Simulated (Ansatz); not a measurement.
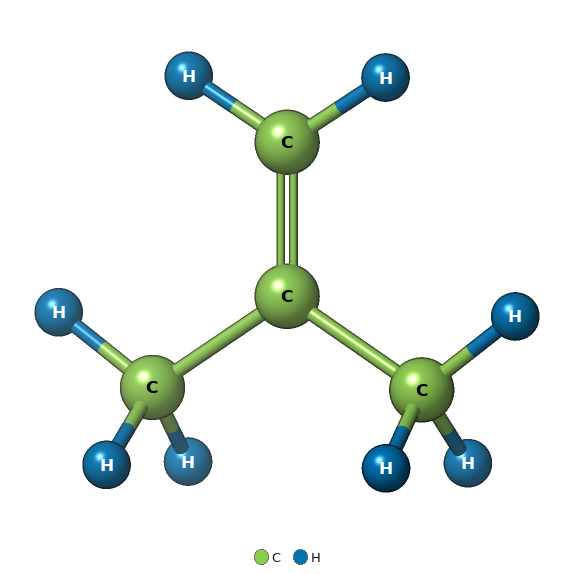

Ball-and-stick drawing of a structure. Multiple sticks mark multiple bonds (one Kekulé form).

Computed geometry: PBE0-D4/def2-TZVP optimisation.

Count the atoms of each element.

Answer. C₄H₈, 12 atoms: 4 carbon and 8 hydrogen.

Give a SMILES string for it.

Answer. C=C(C)C

Name functional groups in it.

Answer. Among them: alkene.

How many atoms are distinct by symmetry?

Answer. 6: 1 C, 1 C, 2 C, 2 H, 4 H, 2 H.

Describe its rings.

Answer. It has no ring.

More results for the same structure follow; atom numbers are the same in all pictures, views and colours differ.

### Vibrations

Harmonic vibrations computed with RKS PBE0-D4/def2-TZVP (Ansatz 0.2.0) at a stationary point of the same level.

How many vibrational modes are there, and where do they lie?

Answer. 30 modes: 172, 213, 377, 434, 442, 706, 835, 923, 960, 990, 1016, 1081, 1101, 1307, 1401, 1406, 1437, 1460, 1472, 1479, 1493, 1738, 3032, 3037, 3086, 3088, 3136, 3138, 3152, 3237 cm⁻¹.

### Electronic properties

Level of theory: RKS B3LYP-D4/def2-TZVPP (Ansatz 0.2.0).

What does the calculation give?

- dipole moment: 0.57 D
- HOMO energy (Kohn–Sham orbital): −6.83 eV
- LUMO energy (Kohn–Sham orbital): 0.31 eV
- HOMO–LUMO gap: 7.14 eV
- dispersion correction: −30.0 kJ/mol

### Charges

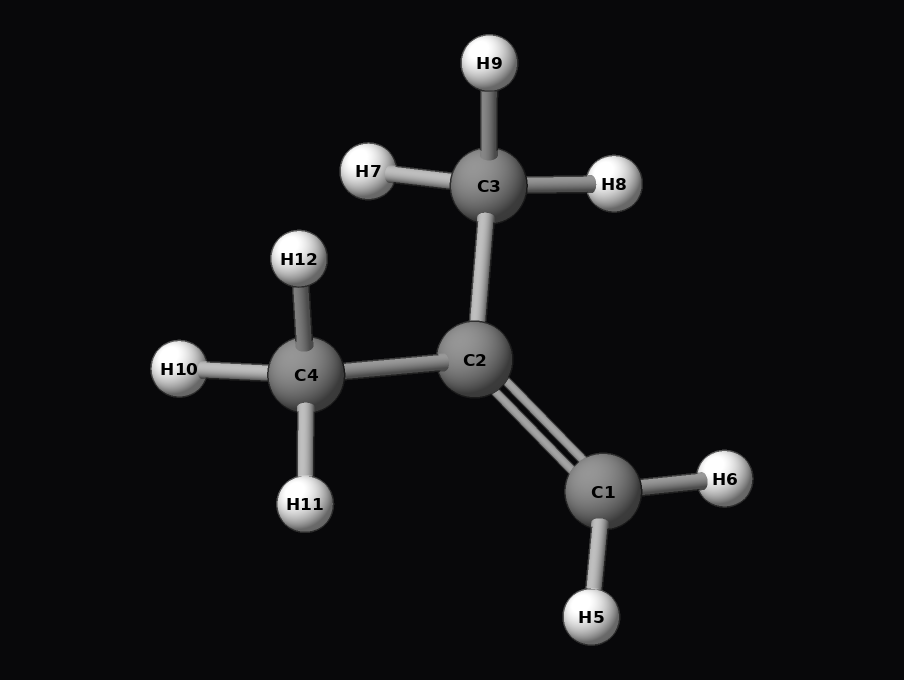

The questions are on Mulliken charges. Method: RKS B3LYP-D4/def2-TZVPP (Ansatz 0.2.0).

Which atom carries the highest charge (most positive or least negative)?

Answer. H5, H6, H7, H8, H9, H10, H11, H12 (0.08 e).

And the lowest?

Answer. C1 (−0.23 e).

List the Mulliken charges.

```
atom  value (e)
  C1      −0.23
  C2       0.00
  C3      −0.21
  C4      −0.21
  H5       0.08
  H6       0.08
  H7       0.08
  H8       0.08
  H9       0.08
 H10       0.08
 H11       0.08
 H12       0.08
```

### Thermal motion

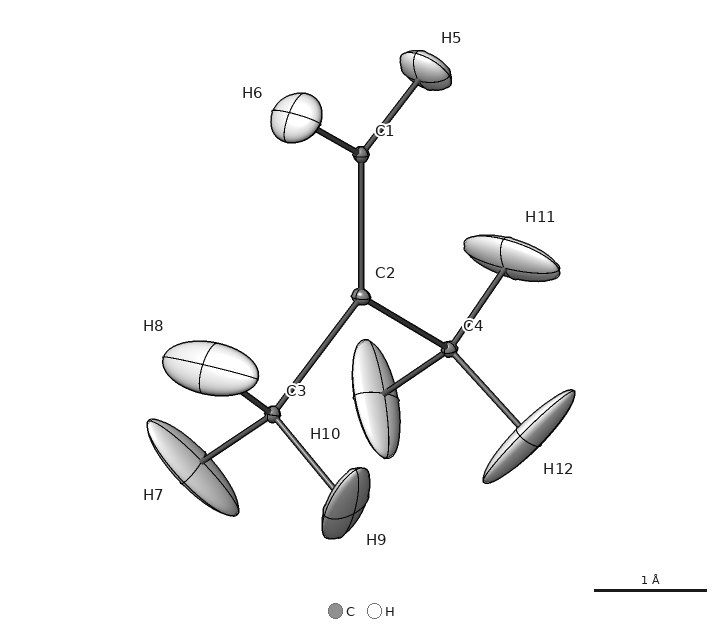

Displacement ellipsoids at the 50 % level, from the internal vibrations of the free molecule (harmonic, no overall translation or rotation; no half-axis is drawn under 0.075 Å). Vibrations computed with RKS PBE0-D4/def2-TZVP (Ansatz 0.2.0). Temperature: 600 K.

Which atom moves most?

Answer. H7, H9, H10, H12, with U_eq = 0.0579 Å².

Does H10 move more along its bond or across it?

Answer. Across it: the root-mean-square amplitude is 0.079 Å along the bond and up to 0.379 Å across, since bending and torsion are softer than stretching.

List U_eq and the three principal root-mean-square amplitudes for each kind of atom.

| atom | U_eq (Å²) | rms amplitudes (Å) |
| --- | --- | --- |
| C1 | 0.0019 | 0.042, 0.043, 0.045 |
| C2 | 0.0023 | 0.038, 0.039, 0.062 |
| C3, C4 | 0.0017 | 0.032, 0.042, 0.048 |
| H5, H6 | 0.0202 | 0.081, 0.155, 0.173 |
| H7, H9, H10, H12 | 0.0578 | 0.079, 0.155, 0.379 |
| H8, H11 | 0.0505 | 0.083, 0.153, 0.348 |

Mulliken values depend strongly on the basis set and can even reverse the polarity of a bond.
